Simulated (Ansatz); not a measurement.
# Nudged elastic band of CH$_{8}$NSi (part 1 of 2)

The run: nudged elastic band of CH$_{8}$NSi, multiplicity 2. Method and program: UKS B3LYP/def2-mTZVP (Ansatz 0.2.0).

It belongs to a series of runs on one base structure; here: band between the two ends. Figures and captions count atoms from 1; the log counts them from 0 in places.

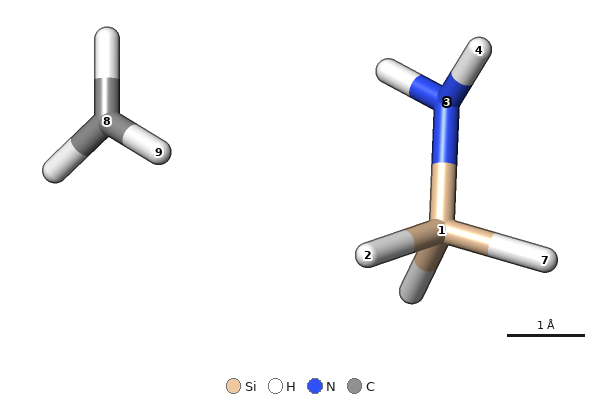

Fig. 1: The input geometry (stick view, seen at a tilt; atoms are numbered from 1 in the order of the input). Bond lengths as drawn: C–H 1.08 Å, H–N 1.01 Å, H–Si 1.48 to 1.49 Å and N–Si 1.73 Å.

**Key numbers**

```json
{"quantity": "outcome", "value": "converged"}
{"quantity": "barrier, forward", "value": "0.290 eV"}
{"quantity": "barrier, backward", "value": "1.144 eV"}
{"quantity": "hardware", "value": "2 threads of AMD EPYC (Zen 3), 192 GiB of memory available, shared host"}
{"quantity": "wall time", "value": "8 min (CPU time 15 min)"}
{"quantity": "peak memory", "value": "0.24 GiB"}
```

The order of the saddle point was not checked.

**The input**
```yaml
crystal:
  periodic: [false, false, false]
  atoms:
    - { symbol: Si, position_ang: [-0.040614, -0.000729, -1.187399] }
    - { symbol: H, position_ang: [-0.673886, -0.00511, 0.16277] }
    - { symbol: "N", position_ang: [1.691356, -0.002427, -1.220349] }
    - { symbol: H, position_ang: [2.203336, -0.834243, -0.959384] }
    - { symbol: H, position_ang: [2.205085, 0.826389, -0.953248] }
    - { symbol: H, position_ang: [-0.507012, 1.220478, -1.886607] }
    - { symbol: H, position_ang: [-0.509638, -1.215567, -1.895883] }
    - { symbol: C, position_ang: [0.101484, 0.002718, 5.024617] }
    - { symbol: H, position_ang: [-0.473232, -0.908527, 4.965239] }
    - { symbol: H, position_ang: [1.176036, -0.041098, 5.105267] }
    - { symbol: H, position_ang: [-0.399916, 0.958017, 5.002879] }
magnetization:
  spin_polarized: true
  initial_magnetization: 1
basis:
  gaussian: { orbitals: def2-mTZVP }
hamiltonian:
  xc: b3lyp
neb:
  order_check: false
  images: 9
  f_tol: 0.03
  max_iterations: 60
  final_atoms:
    - { symbol: Si, position_ang: [0.10289433, 0.00027022, -0.9077745] }
    - { symbol: H, position_ang: [-0.19223272, -0.00025307, 2.93620084] }
    - { symbol: "N", position_ang: [1.76082244, 0.00027772, -1.43537232] }
    - { symbol: H, position_ang: [2.32884617, -0.83045145, -1.33055196] }
    - { symbol: H, position_ang: [2.32846634, 0.83138656, -1.33149466] }
    - { symbol: H, position_ang: [-0.53279239, 1.22270381, -1.48029081] }
    - { symbol: H, position_ang: [-0.53245109, -1.22293619, -1.4790187] }
    - { symbol: C, position_ang: [-0.13661925, -0.00026795, 4.02411727] }
    - { symbol: H, position_ang: [-0.67466227, -0.86262814, 4.41587988] }
    - { symbol: H, position_ang: [0.9062702, -0.05181133, 4.33488112] }
    - { symbol: H, position_ang: [-0.58554276, 0.91361082, 4.41132583] }
  initial_path:
    images:
      - { positions_ang: [[-0.040614, -0.000729, -1.187399], [-0.673886, -0.00511, 0.16277], [1.691356, -0.002427, -1.220349], [2.203336, -0.834243, -0.959384], [2.205085, 0.826389, -0.953248], [-0.507012, 1.220478, -1.886607], [-0.509638, -1.215567, -1.895883], [0.101484, 0.002718, 5.024617], [-0.473232, -0.908527, 4.965239], [1.176036, -0.041098, 5.105267], [-0.399916, 0.958017, 5.002879]] }
      - { positions_ang: [[-0.03201252, -0.00055055, -0.95010649], [-0.53937042, -0.00407988, 0.47202791], [1.69708506, -0.00196661, -1.09694319], [2.20635159, -0.85103608, -0.92410868], [2.20841804, 0.84466927, -0.91747208], [-0.54241408, 1.21472862, -1.60699319], [-0.54460694, -1.21066737, -1.61444837], [0.08031517, 0.00216229, 4.64350484], [-0.49271178, -0.90291717, 4.66984484], [1.14883397, -0.04281624, 4.78257644], [-0.41688908, 0.95237472, 4.70001998]] }
      - { positions_ang: [[-0.02341104, -0.00037209, -0.71281398], [-0.40485483, -0.00304976, 0.78128581], [1.70281412, -0.00150623, -0.97353738], [2.20936717, -0.86782916, -0.88883335], [2.21175108, 0.86294955, -0.88169617], [-0.57781616, 1.20897923, -1.32737938], [-0.57957588, -1.20576775, -1.33301375], [0.05914633, 0.00160658, 4.26239269], [-0.51219156, -0.89730733, 4.37445067], [1.12163194, -0.04453448, 4.45988589], [-0.43386216, 0.94673244, 4.39716095]] }
      - { positions_ang: [[-0.01480957, -0.00019364, -0.47552148], [-0.27033925, -0.00201964, 1.09054372], [1.70854318, -0.00104584, -0.85013157], [2.21238276, -0.88462224, -0.85355803], [2.21508412, 0.88122982, -0.84592025], [-0.61321824, 1.20322985, -1.04776556], [-0.61454482, -1.20086812, -1.05157912], [0.0379775, 0.00105087, 3.88128053], [-0.53167134, -0.8916975, 4.07905651], [1.0944299, -0.04625272, 4.13719533], [-0.45083524, 0.94109016, 4.09430193]] }
      - { positions_ang: [[-0.00620809, -1.518e-05, -0.23822897], [-0.13582366, -0.00098952, 1.39980162], [1.71427224, -0.00058545, -0.72672576], [2.21539835, -0.90141532, -0.8182827], [2.21841716, 0.8995101, -0.81014434], [-0.64862032, 1.19748046, -0.76815175], [-0.64951376, -1.1959685, -0.7701445], [0.01680867, 0.00049516, 3.50016838], [-0.55115113, -0.88608766, 3.78366234], [1.06722787, -0.04797096, 3.81450477], [-0.46780832, 0.93544788, 3.7914429]] }
      - { positions_ang: [[0.00239339, 0.00016327, -0.00093646], [-0.00130808, 4.06e-05, 1.70905953], [1.7200013, -0.00012506, -0.60331996], [2.21841393, -0.9182084, -0.78300738], [2.2217502, 0.91779037, -0.77436842], [-0.68402241, 1.19173108, -0.48853794], [-0.68448271, -1.19106887, -0.48870987], [-0.00436017, -6.056e-05, 3.11905622], [-0.57063091, -0.88047783, 3.48826818], [1.04002584, -0.04968921, 3.49181422], [-0.4847814, 0.92980561, 3.48858388]] }
      - { positions_ang: [[0.02249358, 0.00018466, -0.18230407], [-0.03949301, -1.814e-05, 1.95448779], [1.72816553, -4.451e-05, -0.76973043], [2.24050038, -0.90065701, -0.89251629], [2.24309343, 0.90050961, -0.88579367], [-0.6537764, 1.19792562, -0.68688851], [-0.65407638, -1.19744233, -0.68677164], [-0.03081198, -0.00010204, 3.30006843], [-0.59143718, -0.87690789, 3.67379052], [1.01327471, -0.05011363, 3.6604276], [-0.50493367, 0.92656665, 3.67313227]] }
      - { positions_ang: [[0.04259377, 0.00020605, -0.36367168], [-0.07767793, -7.687e-05, 2.19991606], [1.73632976, 3.605e-05, -0.9361409], [2.26258683, -0.88310562, -1.00202521], [2.26443666, 0.88322885, -0.99721892], [-0.6235304, 1.20412017, -0.88523909], [-0.62367006, -1.2038158, -0.8848334], [-0.0572638, -0.00014352, 3.48108064], [-0.61224345, -0.87333795, 3.85931286], [0.98652358, -0.05053806, 3.82904098], [-0.52508595, 0.92332769, 3.85768066]] }
      - { positions_ang: [[0.06269395, 0.00022744, -0.54503929], [-0.11586286, -0.0001356, 2.44534432], [1.74449399, 0.00011661, -1.10255137], [2.28467327, -0.86555423, -1.11153412], [2.28577989, 0.86594809, -1.10864416], [-0.5932844, 1.21031472, -1.08358966], [-0.59326373, -1.21018926, -1.08289517], [-0.08371562, -0.00018499, 3.66209285], [-0.63304973, -0.86976801, 4.0448352], [0.95977246, -0.05096248, 3.99765436], [-0.54523822, 0.92008873, 4.04222905]] }
      - { positions_ang: [[0.08279414, 0.00024883, -0.7264069], [-0.15404779, -0.00019434, 2.69077258], [1.75265821, 0.00019717, -1.26896185], [2.30675972, -0.84800284, -1.22104304], [2.30712311, 0.84866733, -1.22006941], [-0.56303839, 1.21650926, -1.28194024], [-0.56285741, -1.21656273, -1.28095693], [-0.11016743, -0.00022647, 3.84310506], [-0.653856, -0.86619807, 4.23035754], [0.93302133, -0.05138691, 4.16626774], [-0.56539049, 0.91684978, 4.22677744]] }
      - { positions_ang: [[0.10289433, 0.00027022, -0.9077745], [-0.19223272, -0.00025307, 2.93620084], [1.76082244, 0.00027772, -1.43537232], [2.32884617, -0.83045145, -1.33055196], [2.32846634, 0.83138656, -1.33149466], [-0.53279239, 1.22270381, -1.48029081], [-0.53245109, -1.22293619, -1.4790187], [-0.13661925, -0.00026795, 4.02411727], [-0.67466227, -0.86262814, 4.41587988], [0.9062702, -0.05181133, 4.33488112], [-0.58554276, 0.91361082, 4.41132583]] }
```

Run as:
```bash
ansatz run input.yaml --threads 2 --pin off --max-ram 3072MiB --backend cpu --events-out ev --progress --plain --runs-dir out
```

**What the program printed**
```
Engine: ansatz 0.2.0, x86_64-unknown-linux-gnu
Functional definition: B3LYP
  parameter a0 = 0.2
  parameter ax = 0.72
  parameter ac = 0.81
  exchange = (1 - a0 - ax)*slater_x + ax*b88_x + a0*exact_x
  correlation = (1 - ac)*vwn_rpa_c + ac*lyp_c
858 factors; integrals over basis functions are off by at most 6.3e-4 eV
mean field evaluation 1: about -10525.1416 eV, gradient 5.0e1 eV
mean field evaluation 2: about -10511.7138 eV, gradient 7.0e1 eV
mean field evaluation 4: about -10535.0669 eV, gradient 3.8e0 eV
mean field evaluation 8: about -10535.1649 eV, gradient 7.3e-2 eV
mean field evaluation 16: about -10535.1650 eV, gradient 3.8e-5 eV
mean field -10535.16496902 eV, -387.1601716202 hartree, gradient 3.8e-5 eV, S^2 0.753579; 0 other end points of the search recorded, 0 dependent functions left out
the calculation of the forces begins
reference -10535.16530883 eV, -387.1601841078 hartree; 18, 17 occupied and 66, 67 virtual orbitals, 858 factors
858 factors; integrals over basis functions are off by at most 1.1e-3 eV
mean field evaluation 32: about -10536.0186 eV, gradient 1.2e-5 eV
mean field -10536.01857141 eV, -387.1915409295 hartree, gradient 1.2e-5 eV, S^2 0.752016; 0 other end points of the search recorded, 0 dependent functions left out
[... from here on the field's lines of each further geometry are left out, up to the last ...]
NEB iter   1: max|band force component| = 3.316e0 eV/Å  barrier→ = 0.5389 eV  barrier← = 1.3925 eV  Δτ_max = 0.2000 Å  (301 SCF iters)
NEB iter   2: max|band force component| = 2.260e0 eV/Å  barrier→ = 0.6347 eV  barrier← = 1.4883 eV  Δτ_max = 0.2000 Å  (271 SCF iters)
NEB iter   3: max|band force component| = 5.681e0 eV/Å  barrier→ = 0.7157 eV  barrier← = 1.5693 eV  Δτ_max = 0.1083 Å  (273 SCF iters)
NEB iter   4: max|band force component| = 1.266e0 eV/Å  barrier→ = 0.3125 eV  barrier← = 1.1661 eV  Δτ_max = 0.0521 Å  (259 SCF iters)
NEB iter   5: max|band force component| = 7.445e-1 eV/Å  barrier→ = 0.2153 eV  barrier← = 1.0689 eV  Δτ_max = 0.0512 Å  (266 SCF iters)
NEB iter   6: max|band force component| = 2.377e0 eV/Å  barrier→ = 0.2410 eV  barrier← = 1.0946 eV  CI = image 6  Δτ_max = 0.0505 Å  (264 SCF iters)
NEB iter   7: max|band force component| = 1.870e0 eV/Å  barrier→ = 0.2435 eV  barrier← = 1.0971 eV  CI = image 6  Δτ_max = 0.0255 Å  (259 SCF iters)
NEB iter   8: max|band force component| = 1.642e0 eV/Å  barrier→ = 0.2432 eV  barrier← = 1.0968 eV  CI = image 6  Δτ_max = 0.0506 Å  (246 SCF iters)
NEB iter   9: max|band force component| = 1.392e0 eV/Å  barrier→ = 0.2428 eV  barrier← = 1.0964 eV  CI = image 6  Δτ_max = 0.1006 Å  (252 SCF iters)
NEB iter  10: max|band force component| = 1.442e0 eV/Å  barrier→ = 0.2838 eV  barrier← = 1.1374 eV  CI = image 6  Δτ_max = 0.0509 Å  (269 SCF iters)
NEB iter  11: max|band force component| = 1.036e0 eV/Å  barrier→ = 0.3019 eV  barrier← = 1.1556 eV  CI = image 6  Δτ_max = 0.0251 Å  (255 SCF iters)
NEB iter  12: max|band force component| = 2.740e-1 eV/Å  barrier→ = 0.2955 eV  barrier← = 1.1491 eV  CI = image 6  Δτ_max = 0.0493 Å  (256 SCF iters)
NEB iter  13: max|band force component| = 1.183e-1 eV/Å  barrier→ = 0.2910 eV  barrier← = 1.1446 eV  CI = image 6  Δτ_max = 0.0496 Å  (252 SCF iters)
NEB iter  14: max|band force component| = 5.079e-1 eV/Å  barrier→ = 0.2908 eV  barrier← = 1.1444 eV  CI = image 6  Δτ_max = 0.0250 Å  (225 SCF iters)
NEB iter  15: max|band force component| = 4.282e-1 eV/Å  barrier→ = 0.2906 eV  barrier← = 1.1442 eV  CI = image 6  Δτ_max = 0.0250 Å  (239 SCF iters)
NEB iter  16: max|band force component| = 1.425e-1 eV/Å  barrier→ = 0.2904 eV  barrier← = 1.1440 eV  CI = image 6  Δτ_max = 0.0506 Å  (239 SCF iters)
NEB iter  17: max|band force component| = 5.321e-1 eV/Å  barrier→ = 0.2903 eV  barrier← = 1.1439 eV  CI = image 6  Δτ_max = 0.0251 Å  (244 SCF iters)
NEB iter  18: max|band force component| = 4.762e-1 eV/Å  barrier→ = 0.2903 eV  barrier← = 1.1439 eV  CI = image 6  Δτ_max = 0.0125 Å  (238 SCF iters)
NEB iter  19: max|band force component| = 3.928e-1 eV/Å  barrier→ = 0.2903 eV  barrier← = 1.1439 eV  CI = image 6  Δτ_max = 0.0125 Å  (241 SCF iters)
NEB iter  20: max|band force component| = 7.717e-2 eV/Å  barrier→ = 0.2903 eV  barrier← = 1.1439 eV  CI = image 6  Δτ_max = 0.0251 Å  (216 SCF iters)
NEB iter  21: max|band force component| = 1.649e-1 eV/Å  barrier→ = 0.2903 eV  barrier← = 1.1439 eV  CI = image 6  Δτ_max = 0.0125 Å  (226 SCF iters)
NEB iter  22: max|band force component| = 1.806e-1 eV/Å  barrier→ = 0.2903 eV  barrier← = 1.1439 eV  CI = image 6  Δτ_max = 0.0063 Å  (220 SCF iters)
NEB iter  23: max|band force component| = 9.208e-2 eV/Å  barrier→ = 0.2903 eV  barrier← = 1.1439 eV  CI = image 6  Δτ_max = 0.0125 Å  (200 SCF iters)
NEB iter  24: max|band force component| = 4.606e-1 eV/Å  barrier→ = 0.2903 eV  barrier← = 1.1439 eV  CI = image 6  Δτ_max = 0.0063 Å  (221 SCF iters)
NEB iter  25: max|band force component| = 1.091e-1 eV/Å  barrier→ = 0.2903 eV  barrier← = 1.1439 eV  CI = image 6  Δτ_max = 0.0125 Å  (199 SCF iters)
the calculation of the forces begins
reference -10536.01523738 eV, -387.1914184062 hartree; 18, 17 occupied and 66, 67 virtual orbitals, 858 factors
858 factors; integrals over basis functions are off by at most 6.6e-4 eV
mean field evaluation 1728: about -10534.8739 eV, gradient 2.6e-1 eV
mean field -10534.87470469 eV, -387.1495046027 hartree, gradient 1.6e-5 eV, S^2 0.756620; 1 other end points of the search recorded, 0 dependent functions left out
the calculation of the forces begins
reference -10534.87499396 eV, -387.1495152332 hartree; 18, 17 occupied and 66, 67 virtual orbitals, 858 factors
NEB iter  26: max|band force component| = 2.226e-2 eV/Å  barrier→ = 0.2903 eV  barrier← = 1.1439 eV  CI = image 6  Δτ_max = 0.0000 Å  (449 SCF iters)
```
